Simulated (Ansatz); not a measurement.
# LuAs (Fm-3m): phonon-mediated transition temperature, part 2 of 2

Wanted: λ, ω_log and Tc of LuAs (Fm-3m). The cell shown first is a relaxed one, from steps not shown here.

Ansatz 0.2.0; DFT PBEsol, scalar-relativistic, plane waves, PAW.

So far, coupling constant λ: step 2 (resistivity: q 2×2×2, k 8×8×8, scattering 12×12×12) 0.105. Also log mean phonon energy ħω_log (meV): step 2 17.9.

**3. Coupling and resistivity: q 3×3×3, k 9×9×9, scattering 12×12×12**

The next rung changes the q mesh, which sets the reach of the force constants and couplings; the k mesh of the density and its response.

Input file input.yaml:

```yaml
crystal:
  lattice:
    - [0.0, 2.8047991488, 2.8047991488]
    - [2.8047991488, 0.0, 2.8047991488]
    - [2.8047991488, 2.8047991488, 0.0]
  atoms:
    - { symbol: Lu, position: [0.5, 0.5, 0.5] }
    - { symbol: As, position: [0.0, 0.0, 0.0] }
kpoints:
  mp_grid: { grid: [9, 9, 9] }
hamiltonian:
  xc: pbesol
scf:
  occupations: { method: methfessel_paxton, width: 0.2 }
output:
  eigenvalues: true
phonons:
  method: dfpt
  qmesh: [3, 3, 3]
  temperatures: { t_max: 1000, t_step: 50 }
  qpath:
    path:
      - [[0.0, 0.0, 0.0], [0.5, 0.0, 0.5], [0.625, 0.25, 0.625]]
      - [[0.375, 0.375, 0.75], [0.0, 0.0, 0.0], [0.5, 0.5, 0.5], [0.5, 0.25, 0.75], [0.5, 0.0, 0.5]]
    npoints: 10
  electrical_resistivity:
    mesh: [12, 12, 12]
    temperatures: [20.0, 50.0, 77.0, 100.0, 150.0, 200.0, 300.0, 400.0, 600.0, 800.0]
  superconductivity: { mesh: [12, 12, 12] }
```

Command:

```sh
ansatz run input.yaml --threads 4 --pin off --max-ram 10240MiB --backend cpu --events-out ev --progress --plain --runs-dir out
```

Numbers of over 12 decimals in the logs are rounded to 6 here.

What it wrote:

```text
[...]
Crystal: 2 atoms, lattice volume = 44.130 Å³
Basis set: ecut = 420 eV, 869 PW (Γ), exchange–correlation on 54×54×54 points (8 copies of the dense FFT grid, shifted against one another)
Bands: 24, of which v1, the nominal top of the filled ones, is band 20 counted from 1 (19 counted from 0)
Symmetry: 48 space group operations
k-points: 35 of 729
[...]
SCF iter   1: F=—  HF=-19427.444314 eV  |F-HF|=—  |Δ(HF+E_count)|=         —  Δρ=1.64e-3  dr2=1.20e-3  ethr=1.77e-3  ⟨swp⟩=5.4  Hψ=3962  notcnv=0
[...]
SCF iter  11: F=-19427.441982 eV  HF=-19427.441982 eV  |F-HF|=7.28e-12  |Δ(HF+E_count)|=    0.00e0  S|Δr|=    0.00e0  Δρ=2.82e-8  dr2=2.46e-13  ethr=1.00e-12  ⟨swp⟩=7.7  Hψ=5309  notcnv=0
SCF 1 converged in 11 iterations: F = -19427.441982 eV  dr2 = 2.46e-13
[...]
SCF iter   2: F=-19427.441982 eV  HF=-19427.441982 eV  |F-HF|=3.64e-12  |Δ(HF+E_count)|=   3.41e-6  S|Δr|=    0.00e0  Δρ=1.20e-7  dr2=1.68e-12  ethr=1.00e-12  ⟨swp⟩=9.1  Hψ=5296  notcnv=0
SCF 2 converged in 2 iterations: F = -19427.441982 eV  dr2 = 1.68e-12
[...]
NSCF: frozen V_eff on 35 k-points
[...]
SCF iter   1: F=—  HF=-19427.444314 eV  |F-HF|=—  |Δ(HF+E_count)|=         —  Δρ=1.64e-3  dr2=1.20e-3  ethr=1.77e-3  ⟨swp⟩=5.4  Hψ=3962  notcnv=0
[...]
SCF iter  11: F=-19427.441982 eV  HF=-19427.441982 eV  |F-HF|=7.28e-12  |Δ(HF+E_count)|=    0.00e0  S|Δr|=    0.00e0  Δρ=2.82e-8  dr2=2.46e-13  ethr=1.00e-12  ⟨swp⟩=4.1  Hψ=2925  notcnv=0
SCF 3 converged in 11 iterations: F = -19427.441982 eV  dr2 = 2.46e-13
[...]
SCF converged after 11 iterations
[...]
Free energy (F): -19427.441982 eV
[...]
Internal energy: -19427.441308 eV  (E = F + TS)
E sigma→0 (E₀):  -19427.441814 eV
Entropy (-TS):   -0.000674 eV (-0.337 meV/atom)
Fermi energy:    13.939250 eV
[...]
--- Band table (eV; the first three rows and the last of 35) ---
  k-point 0: bands = [... 16 lower, 9.2694, 14.6482, 14.6482, 14.6482, 15.4052, 15.4052, 15.4052, 16.3726]
  k-point 1: bands = [... 16 lower, 9.2696, 13.2667, 13.8549, 13.8549, 15.7093, 15.7093, 15.8013, 17.3147]
  k-point 2: bands = [... 16 lower, 9.2701, 11.4774, 12.8774, 12.8774, 16.0270, 16.3068, 16.3068, 18.9966]
  k-point 34: bands = [... 16 lower, 9.2677, 10.5808, 11.2506, 11.5294, 16.5774, 17.1005, 17.9110, 19.1450]
[...]
ASR residual: 1.910e-5 → 0.000e0 eV/Å²; symmetrization residual: 2.379e-7 eV/Å²
  ASR residual per site (eV/Å²): 2.99e-7 1.91e-5
  Γ frequencies (cm⁻¹): 0.00 0.00 0.00 177.17 177.17 177.17
--- Phonons (arbitrary-q DFPT): 4 irreducible q on the 3×3×3 mesh ---
[...]
interpolated dispersion: 62 rows × 6 modes
[...]
--- Electrical resistivity: potentials and phonons of a 3×3×3 supercell ---
[...]
at the Fermi level of each mesh (of a tensor a third of its trace):
[...]
12×12×12                     0.1071              2.6739    0.1047    0.1122          18.351
          6×6×6                     0.1397              2.2314    0.1258    0.1282          19.536
          3×3×3                     0.1820              1.9472    0.1060    0.1177          18.244
  resistivity on the deck's mesh, µΩ·cm:
[...]
20.00     3.0367e-2              no     3.0367e-2     3.0367e-2     3.0368e-2       5.1104e-2         3.9083e-2
     50.00     5.9412e-1              no     5.9412e-1     5.9412e-1     5.9412e-1       8.4768e-1         5.9401e-1
     77.00      2.0381e0              no      2.0381e0      2.0381e0      2.0381e0        2.4778e0          1.9600e0
    100.00      3.6845e0              no      3.6845e0      3.6845e0      3.6845e0        4.1299e0          3.5075e0
    150.00      7.4230e0              no      7.4230e0      7.4230e0      7.4230e0        7.7731e0          7.0191e0
    200.00      1.0975e1              no      1.0975e1      1.0975e1      1.0975e1        1.1286e1          1.0365e1
    300.00      1.7692e1              no      1.7692e1      1.7692e1      1.7692e1        1.8042e1          1.6706e1
    400.00      2.4193e1              no      2.4193e1      2.4193e1      2.4193e1        2.4641e1          2.2850e1
    600.00      3.6979e1              no      3.6979e1      3.6979e1      3.6979e1        3.7708e1          3.4931e1
    800.00      4.9581e1              no      4.9581e1      4.9581e1      4.9581e1        5.0683e1          4.6820e1
[...]
Hall coefficient in a weak field at 50 K (a third of the trace): 2.144e-9 m³/C (as a tensor it moves by 0.6 % between the two finest meshes); by each state's relaxation time: 1.357e-9 m³/C; by a constant relaxation time: (none: it, or that of a finer mesh, parts from a neighbouring mesh's by over half of the finer one's)
[...]
vibrations of 27 cells: unjudged by the run; compare a larger repeat
[...]
--- Superconductivity: potentials and phonons of a 3×3×3 supercell ---
           mesh         λ    ħω_log (meV)  μ* declared at (meV)
       12×12×12    0.1047          18.351               20.579
          6×6×6    0.1258          19.536               21.094
          3×3×3    0.1060          18.244               19.437
  λ by the species' shares of the modes' patterns: Lu 0.0348, As 0.0699
[...]
0.08      0.000         0.000    none_found    none_found    none_found    none_found     none_found
      0.10          -             -    none_found    none_found    none_found    none_found     none_found
      0.12          -             -    none_found    none_found    none_found    none_found     none_found
      0.13          -             -    none_found    none_found    none_found    none_found     none_found
      0.14          -             -    none_found    none_found    none_found    none_found     none_found
      0.16          -             -    none_found    none_found    none_found    none_found     none_found
      0.20          -             -    none_found    none_found    none_found    none_found     none_found
  none_found: no transition down to 0.1 K
[...]
vibrations of 27 cells: unjudged by the run; compare a larger repeat
[...]
```

Run time: 3.9 min. Hardware: 4 threads of Arm Neoverse V1, shared host; peak memory 3.4 GiB.

This step gave:

* zero point energy: 0.05139 eV/cell
* highest frequency, solved or plainly interpolated: 209.8 cm⁻¹
* Debye temperature (second moment): 273 K
* resistivity at 300 K: 17.69 μΩ cm
* coupling constant λ: 0.1047
* density of states at the Fermi level: 0.1071 states/eV a spin and cell
* log mean phonon energy ħω_log: 18.35 meV
* transport coupling constant λ_tr: 0.1122, 0.1122, 0.1122 (xx, yy, zz)
* Drude plasma energy: 2.674, 2.674, 2.674 eV (xx, yy, zz)
* resistivity times mean free path: 53.4, 53.4, 53.4 × 10⁻¹⁶ Ω m² (xx, yy, zz)
* second-moment phonon energy ħω₂: 20.58 meV
* coupling λ by branch: 0.00568, 0.00618, 0.0114, 0.0387, 0.0227, 0.0201 (branches by rank of frequency)

An empty cell: under 1 mK by a formula, or no transition down to the floor of the Eliashberg search. Transition temperatures:

```csv
μ*,McMillan Tc (K),Allen–Dynes Tc (K)
0.08,-,-
0.1,-,-
0.12,-,-
0.13,-,-
0.14,-,-
0.16,-,-
0.2,-,-
```

The value for the coupling constant λ stays at 0.105, as in step 2 (changed since: k-mesh 9×9×9 and q mesh 3×3×3).

**4. Resistivity: q 4×4×4, k 12×12×12, scattering 16×16×16**

The next rung changes the q mesh, which sets the reach of the force constants and couplings; the k mesh of the density and its response; the scattering mesh, which samples the Fermi surface.

input.yaml, the sections that differ from step 3:

```yaml
kpoints:
  mp_grid: { grid: [12, 12, 12] }
phonons:
  method: dfpt
  qmesh: [4, 4, 4]
  temperatures: { t_max: 1000, t_step: 50 }
  qpath:
    path:
      - [[0.0, 0.0, 0.0], [0.5, 0.0, 0.5], [0.625, 0.25, 0.625]]
      - [[0.375, 0.375, 0.75], [0.0, 0.0, 0.0], [0.5, 0.5, 0.5], [0.5, 0.25, 0.75], [0.5, 0.0, 0.5]]
    npoints: 10
  electrical_resistivity:
    mesh: [16, 16, 16]
    temperatures: [20.0, 50.0, 77.0, 100.0, 150.0, 200.0, 300.0, 400.0, 600.0, 800.0]
  superconductivity: { mesh: [16, 16, 16] }
# crystal, hamiltonian, scf, output: as in step 3
```

What it wrote:

```text
[...]
Crystal: 2 atoms, lattice volume = 44.130 Å³
Basis set: ecut = 420 eV, 869 PW (Γ), exchange–correlation on 54×54×54 points (8 copies of the dense FFT grid, shifted against one another)
Bands: 24, of which v1, the nominal top of the filled ones, is band 20 counted from 1 (19 counted from 0)
Symmetry: 48 space group operations
k-points: 72 of 1728
[...]
SCF iter   1: F=—  HF=-19427.446009 eV  |F-HF|=—  |Δ(HF+E_count)|=         —  Δρ=1.71e-3  dr2=1.41e-3  ethr=1.77e-3  ⟨swp⟩=5.4  Hψ=8239  notcnv=0
[...]
SCF iter   9: F=-19427.443518 eV  HF=-19427.443518 eV  |F-HF|=0.00e0  |Δ(HF+E_count)|=  1.82e-11  S|Δr|=    0.00e0  Δρ=1.13e-7  dr2=1.65e-12  ethr=1.00e-12  ⟨swp⟩=8.1  Hψ=11446  notcnv=0
SCF 1 converged in 9 iterations: F = -19427.443518 eV  dr2 = 1.65e-12
[...]
SCF iter   2: F=-19427.443518 eV  HF=-19427.443518 eV  |F-HF|=2.18e-11  |Δ(HF+E_count)|=   1.50e-6  S|Δr|=    0.00e0  Δρ=2.07e-7  dr2=9.42e-12  ethr=1.00e-12  ⟨swp⟩=5.6  Hψ=11982  notcnv=0
SCF 2 converged in 2 iterations: F = -19427.443518 eV  dr2 = 9.42e-12
[...]
SCF iter   1: F=—  HF=-19427.446009 eV  |F-HF|=—  |Δ(HF+E_count)|=         —  Δρ=1.71e-3  dr2=1.41e-3  ethr=1.77e-3  ⟨swp⟩=5.4  Hψ=8239  notcnv=0
[...]
SCF iter   9: F=-19427.443518 eV  HF=-19427.443518 eV  |F-HF|=0.00e0  |Δ(HF+E_count)|=  1.82e-11  S|Δr|=    0.00e0  Δρ=1.13e-7  dr2=1.66e-12  ethr=1.00e-12  ⟨swp⟩=4.9  Hψ=6375  notcnv=0
SCF 3 converged in 9 iterations: F = -19427.443518 eV  dr2 = 1.66e-12
[...]
SCF converged after 9 iterations
[...]
Free energy (F): -19427.443518 eV
[...]
Internal energy: -19427.444286 eV  (E = F + TS)
E sigma→0 (E₀):  -19427.443710 eV
Entropy (-TS):   0.000768 eV (0.384 meV/atom)
Fermi energy:    13.909202 eV
[...]
--- Band table (eV; the first three rows and the last of 72) ---
  k-point 0: bands = [... 16 lower, 9.2702, 14.6459, 14.6459, 14.6459, 15.4055, 15.4055, 15.4055, 16.3727]
  k-point 1: bands = [... 16 lower, 9.2703, 13.7134, 14.1156, 14.1156, 15.6061, 15.6061, 15.7293, 16.9581]
  k-point 2: bands = [... 16 lower, 9.2706, 12.3538, 13.3393, 13.3393, 15.9055, 15.9692, 15.9692, 18.1219]
  k-point 71: bands = [... 16 lower, 9.2698, 11.0886, 11.0886, 11.1636, 17.0149, 17.0149, 17.3950, 19.1658]
[...]
ASR residual: 1.052e-4 → 0.000e0 eV/Å²; symmetrization residual: 1.427e-7 eV/Å²
  ASR residual per site (eV/Å²): 3.66e-5 1.05e-4
  Γ frequencies (cm⁻¹): 0.00 0.00 0.00 175.67 175.67 175.67
--- Phonons (arbitrary-q DFPT): 8 irreducible q on the 4×4×4 mesh ---
[...]
interpolated dispersion: 62 rows × 6 modes
[...]
--- Electrical resistivity: potentials and phonons of a 4×4×4 supercell ---
[...]
at the Fermi level of each mesh (of a tensor a third of its trace):
[...]
16×16×16                     0.1182              2.8786    0.1181    0.1274          18.108
          8×8×8                     0.1158              2.4910    0.1126    0.1176          18.906
          4×4×4                     0.1177              1.9084    0.1086    0.1139          18.793
  resistivity on the deck's mesh, µΩ·cm:
[...]
20.00     3.7255e-2              no     3.7255e-2     3.7255e-2     3.7255e-2       5.8668e-2         4.7963e-2
     50.00     6.0057e-1              no     6.0057e-1     6.0057e-1     6.0057e-1       8.3272e-1         6.0497e-1
     77.00      2.0081e0              no      2.0081e0      2.0081e0      2.0081e0        2.4224e0          1.9398e0
    100.00      3.6174e0              no      3.6174e0      3.6174e0      3.6174e0        4.0364e0          3.4506e0
    150.00      7.2822e0              no      7.2822e0      7.2822e0      7.2822e0        7.5992e0          6.8828e0
    200.00      1.0766e1              no      1.0766e1      1.0766e1      1.0766e1        1.1033e1          1.0153e1
    300.00      1.7332e1              no      1.7332e1      1.7332e1      1.7332e1        1.7610e1          1.6326e1
    400.00      2.3641e1              no      2.3641e1      2.3641e1      2.3641e1        2.3987e1          2.2261e1
    600.00      3.5924e1              no      3.5924e1      3.5924e1      3.5924e1        3.6482e1          3.3816e1
    800.00      4.7954e1              no      4.7954e1      4.7954e1      4.7954e1        4.8806e1          4.5125e1
[...]
vibrations of 64 cells: unjudged by the run; compare a larger repeat
[...]
--- Superconductivity: potentials and phonons of a 4×4×4 supercell ---
           mesh         λ    ħω_log (meV)  μ* declared at (meV)
       16×16×16    0.1181          18.108               20.563
          8×8×8    0.1126          18.906               20.869
          4×4×4    0.1086          18.793               20.318
  λ by the species' shares of the modes' patterns: Lu 0.0388, As 0.0793
[...]
0.08      0.000         0.000    none_found    none_found    none_found    none_found     none_found
      0.10      0.000         0.000    none_found    none_found    none_found    none_found     none_found
      0.12          -             -    none_found    none_found    none_found    none_found     none_found
      0.13          -             -    none_found    none_found    none_found    none_found     none_found
      0.14          -             -    none_found    none_found    none_found    none_found     none_found
      0.16          -             -    none_found    none_found    none_found    none_found     none_found
      0.20          -             -    none_found    none_found    none_found    none_found     none_found
  none_found: no transition down to 0.1 K
[...]
vibrations of 64 cells: unjudged by the run; compare a larger repeat
[...]
```

Elapsed: 19 min, on 4 threads; peak memory 7.8 GiB.

This step gave:

- zero point energy: 0.05161 eV/cell
- highest frequency, solved or plainly interpolated: 209.2 cm⁻¹
- Debye temperature (second moment): 274 K
- resistivity at 300 K: 17.33 μΩ cm
- coupling constant λ: 0.1181
- density of states at the Fermi level: 0.1182 states/eV a spin and cell
- log mean phonon energy ħω_log: 18.11 meV
- transport coupling constant λ_tr: 0.1274, 0.1274, 0.1274 (xx, yy, zz)
- Drude plasma energy: 2.879, 2.879, 2.879 eV (xx, yy, zz)
- resistivity times mean free path: 46.82, 46.82, 46.82 × 10⁻¹⁶ Ω m² (xx, yy, zz)
- second-moment phonon energy ħω₂: 20.56 meV
- coupling λ by branch: 0.00711, 0.00678, 0.0115, 0.0443, 0.024, 0.0244 (branches by rank of frequency)

An empty cell: under 1 mK by a formula, or no transition down to the floor of the Eliashberg search. Transition temperatures:

```csv
μ*,McMillan Tc (K),Allen–Dynes Tc (K)
0.08,-,-
0.1,-,-
0.12,-,-
0.13,-,-
0.14,-,-
0.16,-,-
0.2,-,-
```

The Eliashberg function α²F has structure finer than the step of the table below, so its rows give means over 1 meV, whole bins alone (the curve runs from 0.1 to 25.5 meV). Peaks (meV: height): α²F 22.3: 0.796; α²F tr 22.3: 0.779.

Table of Eliashberg function α²F by phonon energy; means over each step:

```csv
phonon energy (meV),α²F,α²F tr
1,3.0e-5,0
2,5.8e-4,2.1e-4
3,0.00161,9.5e-4
4,0.00271,0.00236
5,0.00356,0.00361
6,0.00482,0.00557
7,0.00612,0.00782
8,0.00749,0.0103
9,0.0187,0.0248
10,0.0184,0.0226
11,0.0140,0.0170
12,0.00866,0.0101
13,0.00891,0.00901
14,0.0124,0.0113
15,0.00455,0.00477
16,0.00131,0.00177
17,1.9e-5,2.8e-5
18,0,0
19,0,0
20,0,0
21,0.00483,0.00530
22,0.553,0.561
23,0.273,0.286
24,0.169,0.196
```

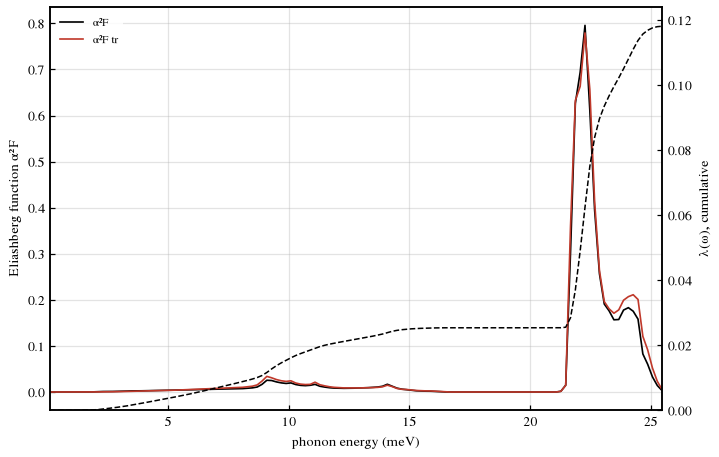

Eliashberg function α²F against phonon energy. The dashed line is the running λ.

The Eliashberg function α²F has structure finer than the step of the table below, so its rows give means over 2 meV, whole bins alone (the curve runs from 0.1 to 25.5 meV). Peaks (meV: height): α²F 22.3: 0.796; Lu 9.1: 0.0203, 22.3: 0.159; As 22.3: 0.637.

Table of Eliashberg function α²F by phonon energy; means over each step:

```csv
phonon energy (meV),α²F,Lu,As
2,6.3e-4,4.5e-4,1.7e-4
4,0.00268,0.00193,7.4e-4
6,0.00482,0.00361,0.00123
8,0.00880,0.00680,0.00196
10,0.0187,0.0152,0.00351
12,0.00981,0.00837,0.00143
14,0.0100,0.00929,7.3e-4
16,0.00144,0.00136,7.1e-5
18,0,0,0
20,0,0,0
22,0.370,0.0746,0.296
24,0.151,0.0284,0.122
```

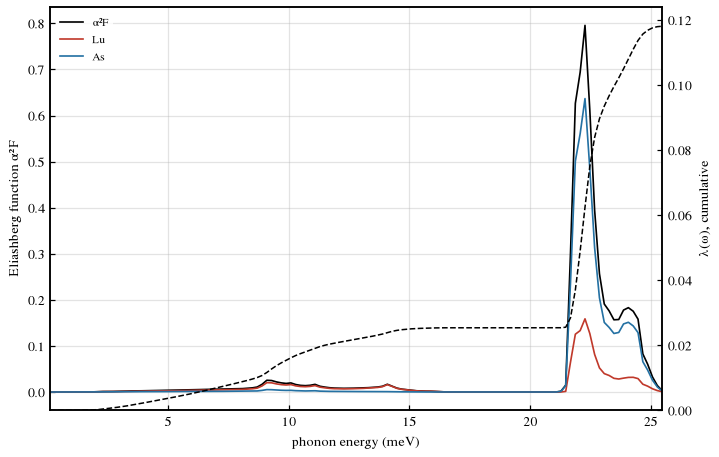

Eliashberg function α²F against phonon energy. The dashed line is the running λ.

**5. What came out**

| Item | Value |
| --- | --- |
| meshes | q 4×4×4, k 12×12×12, scattering 16×16×16 |
| coupling constant λ | 0.118 |
| log mean phonon energy ħω_log | 18.1 meV |

What this shows: In the last run (PBEsol, q 4×4×4, k 12×12×12, scattering 16×16×16), with λ = 0.12 and ħω_log = 18.1 meV, Tc at μ* = 0.13 is under 1 mK by the formulas. In that run Allen and Dynes's formula gives no transition above 0.05 K at μ* = 0.10 or more. By the run's own test λ is not converged in the fine mesh: it moves by 5 % between the two finest, and by up to 20 % in the other runs. The run's transport test calls it not converged in the mesh; ρ(300 K) moves by 23 % in the component that moves most. Over the runs, λ takes the values 0.105, 0.105 and 0.118, in the order shown. μ* is a typed number, phonons are harmonic, and spin fluctuations are left out; with λ this near or under μ*(1 + 0.62 λ), the formulas give Tc only to its order of magnitude, or none.

[Logs are printed without paths, hosts, clocks, repeated set-up lines and the standing remarks that a program may print on its own settings, such as how far it seeks lower states.]

[Hosts, paths, dates, database ids (printed as entryN), source tags and the programs' standing remarks are cut or masked in the printed files.]
